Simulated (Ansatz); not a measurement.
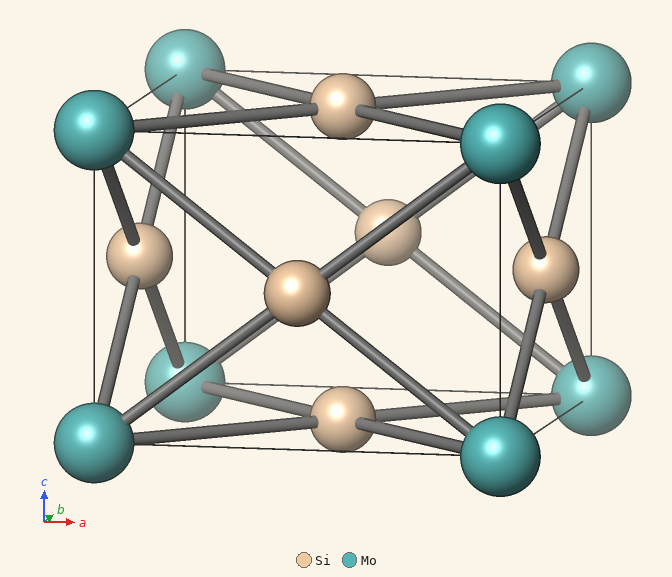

Ball-and-stick representation of a periodic structure, projected slightly off an axis. The frame is the simulation cell; atoms at its boundary are shown with their periodic copies.

```yaml
crystal:
  lattice:
    - [4.19001, 0.00000, 0.00000]
    - [0.00000, 4.19001, 0.00000]
    - [0.00000, 0.00000, 3.18400]
  atoms:
    - { symbol: Si, position: [0.50000, 0.50000, 0.00000] }
    - { symbol: Si, position: [0.50000, 0.00000, 0.50000] }
    - { symbol: Si, position: [0.00000, 0.50000, 0.50000] }
    - { symbol: Mo, position: [0.00000, 0.00000, 0.00000] }
```

Results below were computed with DFT PBE, scalar-relativistic, plane waves, PAW (Ansatz 0.2.0); the settings were a cutoff energy of 420 eV, a 12×12×14 grid in reciprocal space, Gaussian smearing of 0.1 eV, no spin polarisation.

Q: What net charge does each kind of atom have (Bader)?

A: Si -0.21 to -0.02 e; Mo +0.25 e. Little charge moves, as in a metallic or covalent solid.

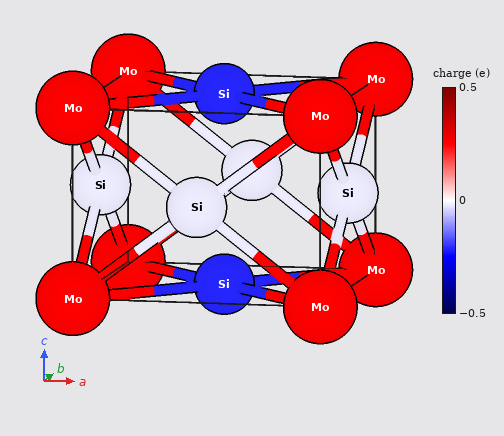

The atoms coloured by those charges.

The structure comes from a structure type filled with these elements by a generator (whether the compound takes this form wasn't checked). Earlier steps of the study may have refined or changed the cell and positions. An electronic-structure calculation with Ansatz was run on it.
